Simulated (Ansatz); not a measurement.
# BrH4NSi: the cost of one run

Program: the Python package of Ansatz 0.2.0. Level of theory: Hartree-Fock/def2-SVP. These are calculated values, not measurements.

**1. The structure**

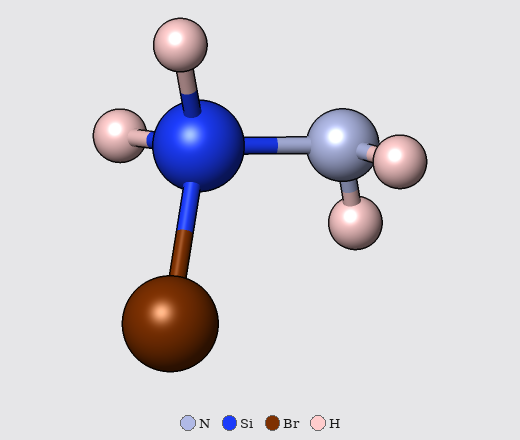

The structure that the script starts from, seen from a chosen angle (nitrogen light blue, silicon blue, bromine brown, hydrogen pink).

The script holds or builds the structure itself.

**2. Script**

File run_dimer.py:

```python
"""Binding of a BrH4NSi dimer at a trial geometry."""

import ansatz as az

FIRST = [
    ("N", (-0.9721, -0.4822, -0.231)),
    ("Si", (0.4949, -0.0565, 0.4076)),
    ("Br", (1.2045, 1.6537, -0.7867)),
    ("H", (-0.8311, -0.624, -1.2371)),
    ("H", (-1.6075, 0.3828, -0.2119)),
    ("H", (0.3052, 0.3508, 1.8189)),
    ("H", (1.4058, -1.2248, 0.24)),
]
SECOND = [
    ("N", (2.2704, -4.4316, 0.6965)),
    ("Si", (0.896, -3.8204, 1.3882)),
    ("Br", (-0.2881, -5.5638, 2.031)),
    ("H", (1.9723, -5.1013, -0.0212)),
    ("H", (2.7498, -5.0692, 1.4148)),
    ("H", (1.2725, -2.999, 2.5617)),
    ("H", (0.1714, -3.0571, 0.3322)),
]

def energy(atoms, ghosts=()):
    molecule = az.Crystal.molecule()
    for symbol, xyz in atoms:
        molecule = molecule.atom(symbol, xyz)
    calc = (
        molecule.calculation()
        .basis(gaussian="def2-SVP")
        .functional("hf")
    )
    deck = calc.input()
    if ghosts:
        deck = deck.set(az.key.basis.gaussian.ghost_atoms, [{"symbol": s, "position_ang": list(xyz)} for s, xyz in ghosts])
    return az.Session.from_dict(deck).plan().execute().report["free_energy_ev"]

# monomers in their own basis and in the basis of the dimer
both = energy(FIRST + SECOND)
alone = energy(FIRST) + energy(SECOND)
ghosted = energy(FIRST, SECOND) + energy(SECOND, FIRST)
print(f"dimer {both:.6f} eV")
print(f"interaction, uncorrected   {23.060548 * (both - alone):8.3f} kcal/mol")
print(f"interaction, counterpoise  {23.060548 * (both - ghosted):8.3f} kcal/mol")
print(f"basis-set superposition    {23.060548 * (alone - ghosted):8.3f} kcal/mol")
```

**3. What the engine is handed**

The package turns the script's settings into the engine's input (first run):

```yaml
crystal:
  periodic: [false, false, false]
  atoms:
    - { symbol: "N", position_ang: [-0.9721, -0.4822, -0.231] }
    - { symbol: Si, position_ang: [0.4949, -0.0565, 0.4076] }
    - { symbol: Br, position_ang: [1.2045, 1.6537, -0.7867] }
    - { symbol: H, position_ang: [-0.8311, -0.624, -1.2371] }
    - { symbol: H, position_ang: [-1.6075, 0.3828, -0.2119] }
    - { symbol: H, position_ang: [0.3052, 0.3508, 1.8189] }
    - { symbol: H, position_ang: [1.4058, -1.2248, 0.24] }
    - { symbol: "N", position_ang: [2.2704, -4.4316, 0.6965] }
    - { symbol: Si, position_ang: [0.896, -3.8204, 1.3882] }
    - { symbol: Br, position_ang: [-0.2881, -5.5638, 2.031] }
    - { symbol: H, position_ang: [1.9723, -5.1013, -0.0212] }
    - { symbol: H, position_ang: [2.7498, -5.0692, 1.4148] }
    - { symbol: H, position_ang: [1.2725, -2.999, 2.5617] }
    - { symbol: H, position_ang: [0.1714, -3.0571, 0.3322] }
basis:
  gaussian:
    orbitals: def2-SVP
hamiltonian:
  xc: hf
```

**4. Launch**

Command:

```
> python run_dimer.py
```

**Question.** How long does this script take on 1 thread of Arm Neoverse V1, shared host, and how much memory does it need?

About 15 s, with a peak of 0.52 GiB.
